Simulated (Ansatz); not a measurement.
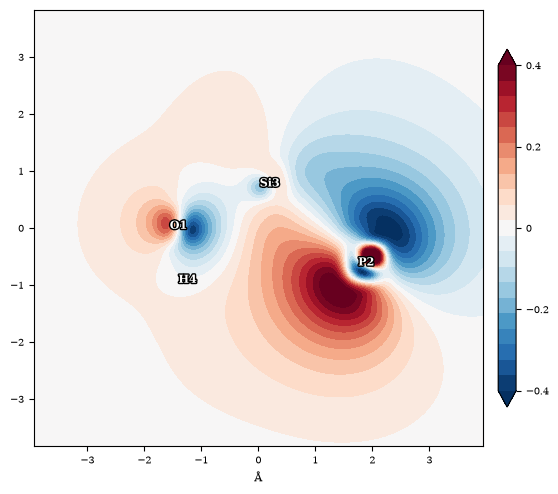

Figure 1: H4OPSi (SMILES O[SiH2][PH-]) (charge −1). The HOMO on the plane of atoms O1, Si3 and P2 (values in Å⁻³ᐟ²; the overall sign is arbitrary).

Geometry: BLYP-D3(BJ)/def2-SVPD.

These are results of isolated molecule in a Gaussian basis; Kohn-Sham density functional theory, functional PBE0 in Ansatz 0.2.0, not measurements.

```yaml
atoms:
  - { symbol: O, position_ang: [-0.2219, -1.5571, -1.2335] }
  - { symbol: P, position_ang: [-2.2223, 1.0379, -1.9341] }
  - { symbol: Si, position_ang: [-1.2131, -0.2908, -0.5129] }
  - { symbol: H, position_ang: [-0.4430, -1.5570, -2.1853] }
  - { symbol: H, position_ang: [-2.2397, -1.0277, 0.3338] }
  - { symbol: H, position_ang: [-0.2318, 0.2816, 0.4975] }
  - { symbol: H, position_ang: [-0.9940, 1.7511, -2.2380] }
```

**What is the character of this orbital?**

Its weight (Hirshfeld) is mainly on P2 (about 75 %) and Si3 (about 15 %); largely a lone pair of P2. Its energy is −0.46 eV.
